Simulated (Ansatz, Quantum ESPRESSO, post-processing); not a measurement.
# 1T-SiSSe, 2 layers, AA stacking: response to a perpendicular field, part 5 of 6

How does 1T-SiSSe, 2 layers, AA stacking respond to a gate-like field without added charge?

Quantum ESPRESSO 7.5; plane-wave DFT, PBE, GBRV ultrasoft pseudopotentials; geometry and cross-check by Ansatz 0.2.0 with PAW datasets.

So far. Step 10 (Band structure: field 0.2 V/Å): Upper empty bands that drop with the field can be states of the vacuum, held by the sawtooth; they depend on the cell's width. Step 10 (Band structure: field 0.2 V/Å): Along this path the valence top lies between Γ and M and the conduction bottom at M.

### Step 11. SCF with pw.x: field 0.4 V/Å

f3.in

```
&control
  prefix = 'f3'
  outdir = './out'
  pseudo_dir = './pseudo'
  calculation = 'scf'
  tprnfor = .true.
  tefield = .true.
  dipfield = .true.
/
&system
  ibrav = 0
  nat = 6
  ntyp = 3
  ecutwfc = 40
  ecutrho = 200
  occupations = 'smearing'
  smearing = 'fd'
  degauss = 0.004
  edir = 3
  emaxpos = 0.97
  eopreg = 0.04
  eamp = 0.00777876
/
&electrons
  conv_thr = 1e-09
  mixing_beta = 0.4
  electron_maxstep = 120
  mixing_mode = 'plain'
  startingpot = 'file'
/
ATOMIC_SPECIES
  Se  78.9710  se_pbe_v1.uspp.F.UPF
  Si  28.0850  si_pbe_v1.uspp.F.UPF
  S   32.0600  s_pbe_v1.4.uspp.F.UPF
CELL_PARAMETERS angstrom
  3.37259245400277 -0.00000000000000 -0.00000000000000
  -1.68629622700139 2.92075074177810 0.00000000000000
  -0.00000000000000 0.00000000000000 24.14728679530000
ATOMIC_POSITIONS crystal
  Se  0.666666666667 0.333333333333 0.320728677658
  Si  -0.000000000000 -0.000000000000 0.381060233240
  S   0.333333333333 0.666666666667 0.434954063310
  Se  0.666666666667 0.333333333333 0.564754296182
  Si  0.000000000000 0.000000000000 0.625047056169
  S   0.333333333333 0.666666666667 0.679037626241
K_POINTS automatic
  12 12 1 0 0 0
```

Started as:

```sh
> cp -r out/f0.save out/f3.save
> OMP_NUM_THREADS=1 mpirun -n 4 pw.x -nk 4 -in f3.in > f3.out
```

The log of the run:

```text
[banner, memory and clock lines left out]
Program PWSCF v.7.5 starts
[...]
number of electrons       =        32.00
     number of Kohn-Sham states=           20
     kinetic-energy cutoff     =      40.0000  Ry
     charge density cutoff     =     200.0000  Ry
[...]
number of k points=    74  Fermi-Dirac smearing, width (Ry)=  0.0040
[...]
Dense  grid:    76711 G-vectors     FFT dimensions: (  30,  30, 216)
[...]
The initial density is read from file :
[...]
negative rho (up, down):  4.751E-04 0.000E+00
[...]
Starting wfcs are   24 randomized atomic wfcs
[...]
negative rho (up, down):  4.573E-04 0.000E+00
[...]
estimated scf accuracy    <       1.78474782 Ry
[...]
negative rho (up, down):  2.052E-04 0.000E+00
[...]
estimated scf accuracy    <     835.48268472 Ry
[...]
negative rho (up, down):  2.016E-04 0.000E+00
[...]
estimated scf accuracy    <       0.98727461 Ry
[...]
negative rho (up, down):  2.034E-04 0.000E+00
[...]
estimated scf accuracy    <       0.05012451 Ry
[...]
negative rho (up, down):  2.060E-04 0.000E+00
[...]
estimated scf accuracy    <       0.08733414 Ry
[...]
negative rho (up, down):  2.110E-04 0.000E+00
[...]
estimated scf accuracy    <       0.05495498 Ry
[...]
negative rho (up, down):  2.179E-04 0.000E+00
[...]
estimated scf accuracy    <       0.03465347 Ry
[...]
negative rho (up, down):  2.203E-04 0.000E+00
[...]
estimated scf accuracy    <       0.02385698 Ry
[...]
negative rho (up, down):  2.220E-04 0.000E+00
[...]
estimated scf accuracy    <       0.01951620 Ry
[...]
negative rho (up, down):  2.930E-04 0.000E+00
[...]
estimated scf accuracy    <       0.01633471 Ry
[...]
negative rho (up, down):  3.639E-04 0.000E+00
[...]
estimated scf accuracy    <       0.00078509 Ry
[...]
negative rho (up, down):  3.452E-04 0.000E+00
[...]
estimated scf accuracy    <       0.00057338 Ry
[...]
negative rho (up, down):  3.870E-04 0.000E+00
[...]
estimated scf accuracy    <       0.00042959 Ry
[...]
negative rho (up, down):  4.534E-04 0.000E+00
[...]
estimated scf accuracy    <       0.00002931 Ry
[...]
negative rho (up, down):  4.736E-04 0.000E+00
[...]
estimated scf accuracy    <       0.00002594 Ry
[...]
negative rho (up, down):  4.838E-04 0.000E+00
[...]
estimated scf accuracy    <       0.00000582 Ry
[...]
negative rho (up, down):  4.805E-04 0.000E+00
[...]
estimated scf accuracy    <       0.00000159 Ry
[...]
negative rho (up, down):  4.684E-04 0.000E+00
[...]
estimated scf accuracy    <       0.00000031 Ry
[...]
negative rho (up, down):  4.683E-04 0.000E+00
[...]
estimated scf accuracy    <       0.00000040 Ry
[...]
negative rho (up, down):  4.696E-04 0.000E+00
[...]
estimated scf accuracy    <          1.6E-09 Ry
[...]
negative rho (up, down):  4.692E-04 0.000E+00
[...]
Computed dipole along edir(3) :
        Dipole                0.3586 Ry au,          0.9114 Debye
        Dipole field          0.0028 Ry au,
        E field amplitude [Ha a.u.]:  7.7788E-03
        Potential amp.        0.4356 Ry
        Total length         43.8065 bohr
[...]
the Fermi energy is     0.7406 ev
!    total energy              =    -154.77433993 Ry
     estimated scf accuracy    <          8.2E-10 Ry
     smearing contrib. (-TS)   =      -0.00023752 Ry
     internal energy E=F+TS    =    -154.77410241 Ry
[...]
one-electron contribution =    -793.47016470 Ry
     hartree contribution      =     406.11607043 Ry
     xc contribution           =     -85.18034892 Ry
     ewald contribution        =     317.76491256 Ry
     electric field correction =      -0.00457177 Ry
     convergence has been achieved in  21 iterations
     negative rho (up, down):  4.692E-04 0.000E+00
[...]
Total force =     0.010444     Total SCF correction =     0.000073
[...]
```

It took 2.4 min on 4 MPI ranks of Arm Neoverse V1, shared host; peak memory 0.61 GiB; 9.7 min of CPU time.

Numbers from this step:

| Quantity | Value |
| --- | --- |
| free energy | -2105.8122 eV |
| energy at zero smearing | -2105.8106 eV |
| Fermi energy | 0.7406 eV |
| dipole along the normal | 0.1897 e·Å |
| valence top, on the run's zero | 0.5999 eV |
| conduction bottom, on the run's zero | 0.8188 eV |
| gap by band count | 0.2189 eV |

The dipole goes from -0.0306 to 0.1897 e Å, 0.5509 e Å per V/Å.

### Step 12. Electrostatic potential

f3.pot.in

```
&inputpp
  prefix = 'f3'
  outdir = './out'
  filplot = 'f3.pot.dat'
  plot_num = 11
/
```

Started as:

```sh
> OMP_NUM_THREADS=1 mpirun -n 4 pp.x -in f3.pot.in > f3.pot.out
```

Run time: 1.2 s. Hardware: 4 MPI ranks; peak memory 0.11 GiB.

Numbers from this step:

```
slope of the potential above                                          : 0.4000 eV/Å
upper vacuum line continued to the top atoms, over the valence top    : 5.551 eV
slope of the potential below                                          : 0.3999 eV/Å
lower vacuum line continued to the bottom atoms, over the valence top : 5.575 eV
```

The slope in the vacuum is 0.400 eV/Å for an applied 0.40 V/Å, as it should be.

Each curve counts from the valence top of its own run.

The potential energy (potential at 0 V/Å) oscillates, so the rows of the table below give means over windows of 2.5 Å about each position, cut where the curve ends. Its maxima inside the range that stand out by 2 % of the span (Å: eV): 8.5: -5.80, 9.8: -7.05, 12.0: 4.79, 14.4: -5.62, 15.8: -6.79. Its minima: 7.7: -15.4, 9.2: -10.7, 10.5: -12.2, 13.6: -15.2, 15.1: -10.5, 16.3: -11.9.

The runs together. Potential energy against z; means over each step:

```
z (Å)  potential at 0 V/Å (eV)  potential at 0.1 V/Å (eV)  potential at 0.2 V/Å (eV)  potential at 0.4 V/Å (eV)
  0.0                     5.36                       4.72                       4.10                       2.88
  2.5                     5.34                       4.86                       4.39                       3.48
  5.0                     5.26                       5.03                       4.80                       4.38
  7.5                    -5.66                      -5.74                      -5.82                      -5.94
 10.0                    -8.48                      -8.55                      -8.61                      -8.69
 12.5                   -0.923                     -0.945                     -0.964                     -0.992
 15.0                    -8.93                      -8.92                      -8.92                      -8.91
 17.5                    0.745                      0.801                      0.859                      0.976
 20.0                     5.90                       6.17                       6.44                       6.99
 22.5                     5.89                       6.38                       6.87                       7.85
```

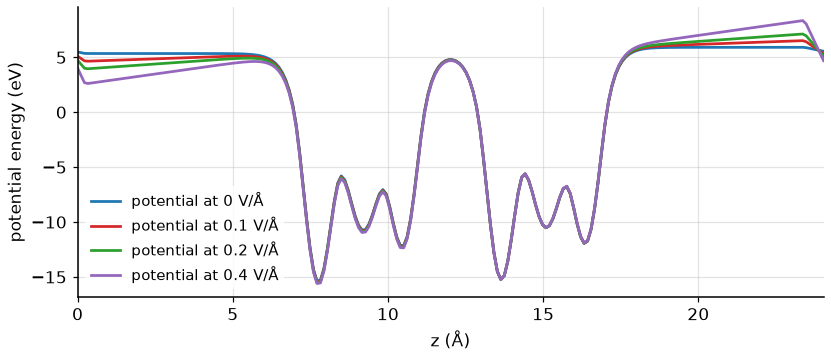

Potential energy, plotted against z.

### Step 13. Bands along a path: field 0.4 V/Å

f3.bands.in

```
&control
  prefix = 'f3.bands'
  outdir = './out'
  pseudo_dir = './pseudo'
  calculation = 'bands'
  tefield = .true.
  dipfield = .true.
/
&system
  ibrav = 0
  nat = 6
  ntyp = 3
  ecutwfc = 40
  ecutrho = 200
  occupations = 'smearing'
  smearing = 'fd'
  degauss = 0.004
  edir = 3
  emaxpos = 0.97
  eopreg = 0.04
  eamp = 0.00777876
  nbnd = 22
/
&electrons
  conv_thr = 1e-07
  mixing_beta = 0.4
  electron_maxstep = 120
  mixing_mode = 'local-TF'
/
ATOMIC_SPECIES
  Se  78.9710  se_pbe_v1.uspp.F.UPF
  Si  28.0850  si_pbe_v1.uspp.F.UPF
  S   32.0600  s_pbe_v1.4.uspp.F.UPF
CELL_PARAMETERS angstrom
  3.37259245400277 -0.00000000000000 -0.00000000000000
  -1.68629622700139 2.92075074177810 0.00000000000000
  -0.00000000000000 0.00000000000000 24.14728679530000
ATOMIC_POSITIONS crystal
  Se  0.666666666667 0.333333333333 0.320728677658
  Si  -0.000000000000 -0.000000000000 0.381060233240
  S   0.333333333333 0.666666666667 0.434954063310
  Se  0.666666666667 0.333333333333 0.564754296182
  Si  0.000000000000 0.000000000000 0.625047056169
  S   0.333333333333 0.666666666667 0.679037626241
K_POINTS crystal_b
4
  0.0000000000 0.0000000000 0.0000000000 14
  0.5000000000 0.0000000000 0.0000000000 14
  0.3333333333 0.3333333333 0.0000000000 14
  0.0000000000 0.0000000000 0.0000000000 1
```

Started as:

```sh
> cp -r out/f3.save out/f3.bands.save
> cp out/f3.xml out/f3.bands.xml
> OMP_NUM_THREADS=1 mpirun -n 4 pw.x -nk 4 -in f3.bands.in > f3.bands.out
```

The log of the run:

```text
[banner, memory and clock lines left out]
Program PWSCF v.7.5 starts
[citation notice left out]

[...]
bravais-lattice index     =            0
     lattice parameter (alat)  =       6.3733  a.u.
     unit-cell volume          =    1605.1784 (a.u.)^3
     number of atoms/cell      =            6
     number of atomic types    =            3
     number of electrons       =        32.00
     number of Kohn-Sham states=           22
     kinetic-energy cutoff     =      40.0000  Ry
     charge density cutoff     =     200.0000  Ry
     Exchange-correlation=  SLA  PW   PBX  PBC
                           (   1   4   3   4   0   0   0)

[...]
PseudoPot. # 1 for Se read from file:
     ./pseudo/se_pbe_v1.uspp.F.UPF
     Pseudo is Ultrasoft + core correction, Zval =  6.0
     Generated by new atomic code, or converted to UPF format
     Using radial grid of  877 points,  6 beta functions with:
                l(1) =   0
                l(2) =   0
                l(3) =   1
                l(4) =   1
                l(5) =   2
                l(6) =   2
     Q(r) pseudized with  8 coefficients,  rinner =    1.300   1.300   1.300
                                                       1.300   1.300

     PseudoPot. # 2 for Si read from file:
     ./pseudo/si_pbe_v1.uspp.F.UPF
     Pseudo is Ultrasoft + core correction, Zval =  4.0
     Generated by new atomic code, or converted to UPF format
     Using radial grid of  899 points,  6 beta functions with:
                l(1) =   0
                l(2) =   0
                l(3) =   1
                l(4) =   1
                l(5) =   2
                l(6) =   2
     Q(r) pseudized with  8 coefficients,  rinner =    0.900   0.900   0.900
                                                       0.900   0.900

     PseudoPot. # 3 for S  read from file:
     ./pseudo/s_pbe_v1.4.uspp.F.UPF
     Pseudo is Ultrasoft + core correction, Zval =  6.0
     Generated by new atomic code, or converted to UPF format
     Using radial grid of  907 points,  6 beta functions with:
                l(1) =   0
                l(2) =   0
                l(3) =   1
                l(4) =   1
                l(5) =   2
                l(6) =   2
     Q(r) pseudized with  8 coefficients,  rinner =    1.300   1.300   1.300
                                                       1.300   1.300

     atomic species   valence    mass     pseudopotential
     Se                6.00    78.97100     Se( 1.00)
     Si                4.00    28.08500     Si( 1.00)
     S                 6.00    32.06000     S ( 1.00)

     No symmetry found

[...]
number of k points=    43  Fermi-Dirac smearing, width (Ry)=  0.0040
[...]
Dense  grid:    76711 G-vectors     FFT dimensions: (  30,  30, 216)

     Smooth grid:    54741 G-vectors     FFT dimensions: (  25,  25, 192)

     The potential is recalculated from file :
     ./out/f3.bands.save/charge-density

     negative rho (up, down):  4.692E-04 0.000E+00

     Adding external electric field

     Computed dipole along edir(3) :
        Dipole                0.3586 Ry au,          0.9114 Debye
        Dipole field          0.0028 Ry au,

        E field amplitude [Ha a.u.]:  7.7788E-03
        Potential amp.        0.4356 Ry
        Total length         43.8065 bohr

     Starting wfcs are   24 randomized atomic wfcs

     Band Structure Calculation
     Davidson diagonalization with overlap
     c_bands:  1 eigenvalues not converged
     c_bands:  1 eigenvalues not converged

     ethr =  3.13E-10,  avg # of iterations = 93.0

     End of band structure calculation

          k = 0.0000 0.0000 0.0000 (  6799 PWs)   bands (ev):

   -15.3501 -14.8552 -13.0692 -12.5450  -6.1162  -5.2944  -1.8180  -1.1111
    -1.1111  -0.5978  -0.5827  -0.5827   0.1000   0.1000   0.5591   0.5591
     2.8828   3.5664   3.9101   4.2142   4.6622   4.6862

          k = 0.0357 0.0206 0.0000 (  6865 PWs)   bands (ev):

   -15.3320 -14.8370 -13.0562 -12.5321  -6.1058  -5.2882  -1.8161  -1.2616
    -1.1649  -0.7565  -0.6385  -0.5773  -0.0234   0.1111   0.4390   0.5723
     2.9928   3.6579   3.9571   4.3065   4.6517   4.7207

[...]
```

It took 62 s on 4 MPI ranks; peak memory 0.37 GiB.

Numbers from this step:

```
valence top, on the run's zero       : 0.6010 eV
conduction bottom, on the run's zero : 0.8186 eV
gap by band count                    : 0.2177 eV
```

Band numbers count within the set of bands kept for display. Electronic bands along the path, in eV, zero at the highest filled level of the SCF mesh; v1 is the highest filled band, c1 the lowest empty one:

```
point     v4     v3     v2     v1    c1    c2    c3    c4
    Γ  -0.50  -0.50  -0.04  -0.04  2.28  2.97  3.31  3.61
    M  -1.96  -1.44  -1.27  -0.77  0.22  0.71  3.81  4.15
    K  -2.16  -1.95  -1.41  -1.28  1.66  2.43  4.94  5.16
    Γ  -0.50  -0.50  -0.04  -0.04  2.28  2.97  3.31  3.61
```

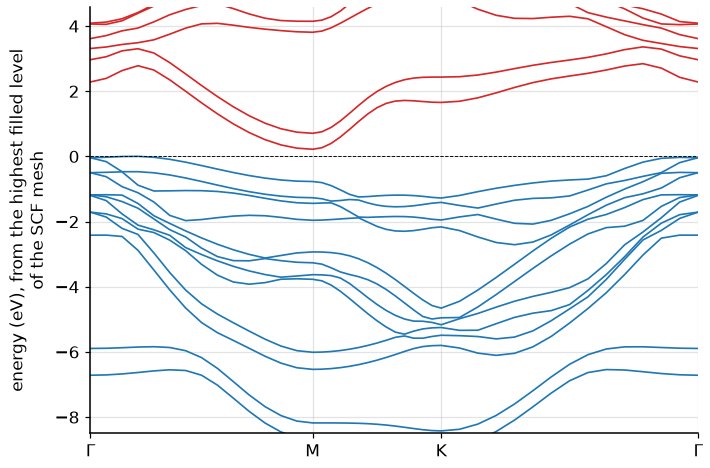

Electronic bands along the path; lines of filled and empty bands in two colours.

Upper empty bands that drop with the field can be states of the vacuum, held by the sawtooth; they depend on the cell's width.

Along this path the valence top lies between Γ and M and the conduction bottom at M.

### Step 14. Valence density

plot_num = 0 writes the valence density.

f0.rho.in

```
&inputpp
  prefix = 'f0'
  outdir = './out'
  filplot = 'f0.rho.dat'
  plot_num = 0
/
```

Started as:

```sh
> OMP_NUM_THREADS=1 mpirun -n 4 pp.x -in f0.rho.in > f0.rho.out
```

The log of the run:

```text
[banner, memory and clock lines left out]
Program POST-PROC v.7.5 starts

          URL

     ./out/f0.save/

     IMPORTANT: XC functional enforced from input :
     Exchange-correlation= PBE
                           (   1   4   3   4   0   0   0)
     Any further DFT definition will be discarded
     Please, verify this is what you really want

     negative rho (up, down):  4.751E-04 0.000E+00

     Adding external electric field

     Computed dipole along edir(3) :
        Dipole               -0.0578 Ry au,         -0.1470 Debye
        Dipole field         -0.0005 Ry au,

        Potential amp.        0.0397 Ry
        Total length         43.8065 bohr

     Calling punch_plot, plot_num =   0
     Writing data to file  f0.rho.dat
     Message from routine chdens:
     namelist plot not found or invalid, exiting
```

Elapsed: 1.2 s, on 4 MPI ranks; peak memory 0.11 GiB.

This step gave:

* electrons by integration: 32.00 e

The valence density, planar mean oscillates, so the rows of the table below give means over windows of 1.79 Å about each position, cut where the curve ends. Its maxima inside the range that stand out by 2 % of the span (Å: e/Å³): 8.3: 0.409, 10.1: 0.456, 14.2: 0.409, 16.0: 0.456. Its minima: 9.1: 0.252, 12.1: 0.0436, 15.0: 0.254.

Mean over planes. Valence density, planar mean against z; means over each step:

```
z (Å)  valence density, planar mean (e/Å³)
 2.69                               2.1e-6
 4.47                               4.0e-4
 6.27                               0.0703
 8.05                                0.348
 9.84                                0.360
11.63                                0.146
13.43                                0.307
15.21                                0.334
17.00                                0.245
18.79                              0.00415
20.59                               1.7e-5
```

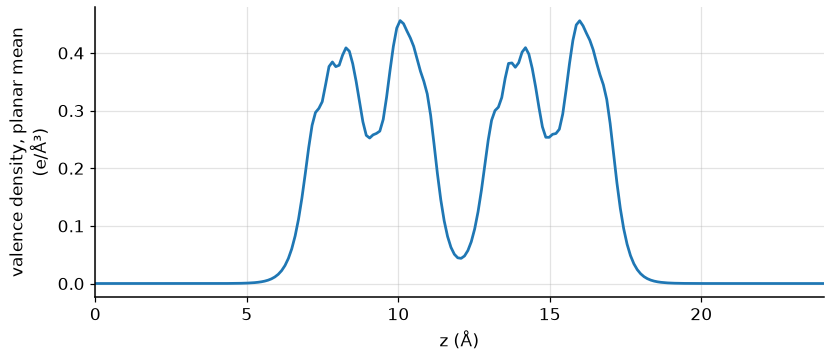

Valence density, planar mean, plotted against z.

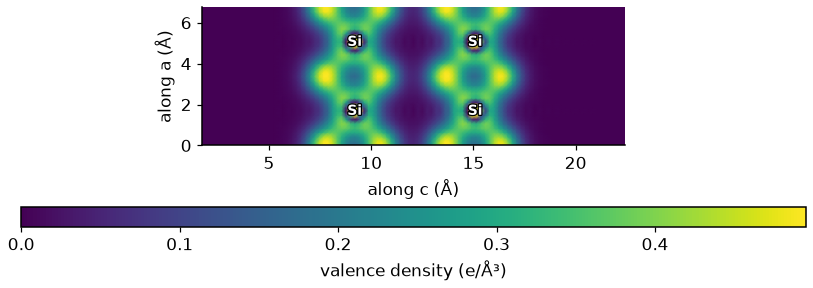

Valence density in the ca plane at fractional y = 0.000, with atoms of Si within 0.2 Å of it. It is the smooth field of the valence electrons, not physical close to the nuclei. The map starts off the cell's origin, so that atoms lie inside it. The far vacuum is left out of the map.

The density integrates to 32.000 electrons, as the 32 of the input ask.

### Step 15. Valence density

f2.rho.in

```
&inputpp
  prefix = 'f2'
  outdir = './out'
  filplot = 'f2.rho.dat'
  plot_num = 0
/
```

Started as:

```sh
> OMP_NUM_THREADS=1 mpirun -n 4 pp.x -in f2.rho.in > f2.rho.out
```

It took 1.2 s on 4 MPI ranks; peak memory 0.11 GiB; 4.5 s of CPU time.

### Step 16. Charge moved by a field of 0.2 V/Å

Numbers from this step:

```
largest charge moved across a plane : 0.001130 e/Å²
dipole step                         : -2.006 eV
```

The planar mean oscillates, so the rows of the table below give means over windows of 2.91 Å about each position, cut where the curve ends. Its maxima inside the range that stand out by 2 % of the span (Å: e/Å³): 6.7: 7.1e-4, 9.6: 2.7e-4, 12.7: 3.5e-4, 15.5: 3.2e-4. Its minima: 8.7: -3.1e-4, 11.3: -3.3e-4, 14.6: -3.3e-4, 17.3: -7.2e-4.

Table of planar mean by z; means over each step:

```
z (Å)  planar mean (e/Å³)
 1.46              9.7e-8
 4.37              5.4e-5
 7.28              3.1e-4
10.19             -9.4e-5
13.10              9.3e-5
16.01             -1.9e-4
18.91             -1.7e-4
21.83             -3.1e-7
```

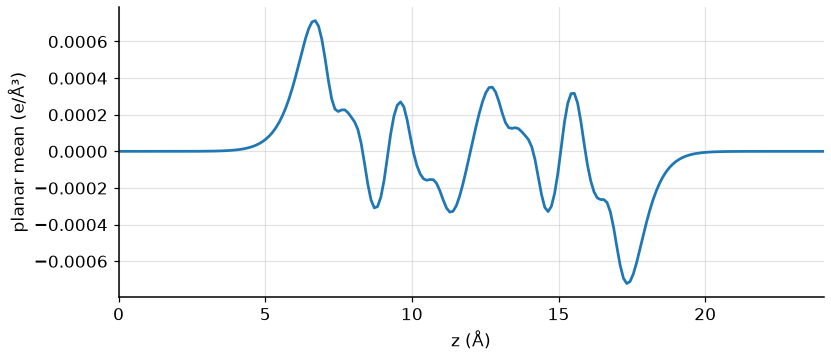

Planar mean, plotted against z.

The running integral, electrons below z oscillates, so the rows of the table below give means over windows of 1.79 Å about each position, cut where the curve ends. Its maxima inside the range that stand out by 2 % of the span (Å: e/Å²): 8.3: 0.00113, 9.9: 0.00110, 14.1: 0.00112, 15.9: 0.00110. Its minima: 9.2: 9.6e-4, 12.0: 7.3e-4, 15.0: 9.3e-4.

Running integral, electrons below z against z; means over each step:

```
z (Å)  running integral, electrons below z (e/Å²)
 0.90                                      5.8e-9
 2.69                                      3.6e-7
 4.47                                      1.9e-5
 6.27                                      4.3e-4
 8.05                                     0.00105
 9.84                                     0.00104
11.63                                      8.3e-4
13.43                                     0.00104
15.21                                     0.00102
17.00                                      7.2e-4
18.79                                      5.9e-5
20.59                                      9.4e-7
22.38                                      1.0e-8
```

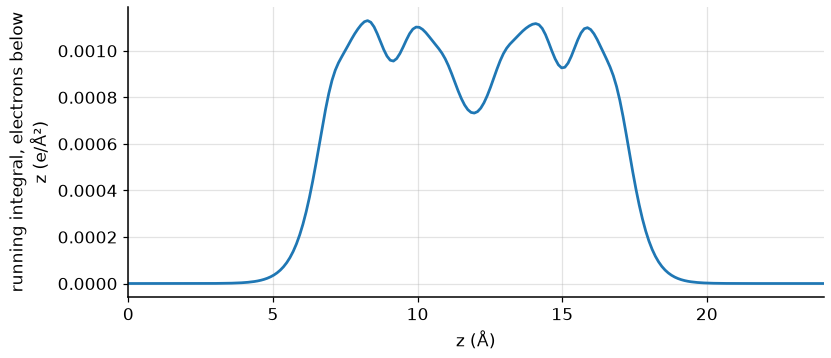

Running integral, electrons below z against z.

### Step 17. Polarisability from the dipole between 0 and 0.1 V/A

Read from the output:

| Property | Result |
| --- | --- |
| change of slope in the vacuum | 0.09999 eV/Å |
| polarisability a cell | 7.822 Å³ |
| sheet polarisability 4πα/A | 9.979 Å |

Table of change of the potential energy, second field less first by z:

```
z (Å)  change of the potential energy, second field less first (eV)
  0.0                                                        -0.348
  2.5                                                        -0.452
  5.0                                                        -0.204
  7.5                                                       -0.0487
 10.0                                                       -0.0351
 12.5                                                        0.0140
 15.0                                                        0.0340
 17.5                                                        0.0738
 20.0                                                         0.300
 22.5                                                         0.550
```

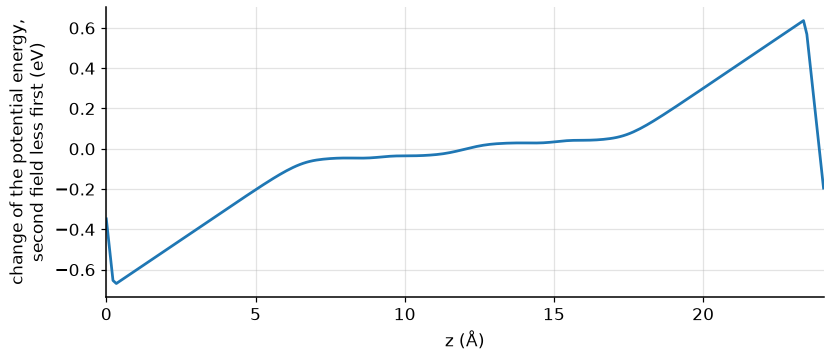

Change of the potential energy, second field less first, plotted against z.

### Step 18. Dipole against field

Dipole along the normal, dipole moment against applied field:

```
applied field (V/Å)  dipole along the normal, dipole moment (e·Å)
              0.000                                       -0.0306
              0.100                                        0.0237
              0.200                                        0.0786
              0.400                                         0.190
```

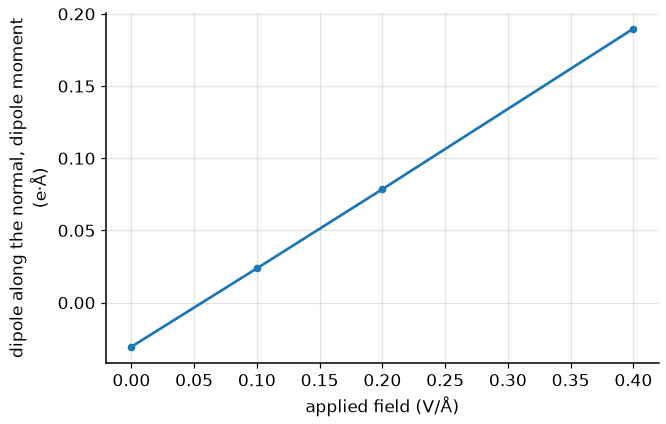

Dipole along the normal, dipole moment, plotted against applied field.

(Continued in part 6 of 6.)

[Logs are printed without paths, hosts, clocks, repeated set-up lines and the standing remarks that a program may print on its own settings, such as how far it seeks lower states.]

[Hosts, paths, dates, database ids (printed as entryN), source tags and the programs' standing remarks are cut or masked in the printed files.]

[Maps of the electrostatic potential energy from Ansatz leave out the sawtooth potential of an applied field or a dipole correction, so their vacuum need not be flat; planar profiles and work functions include it.]
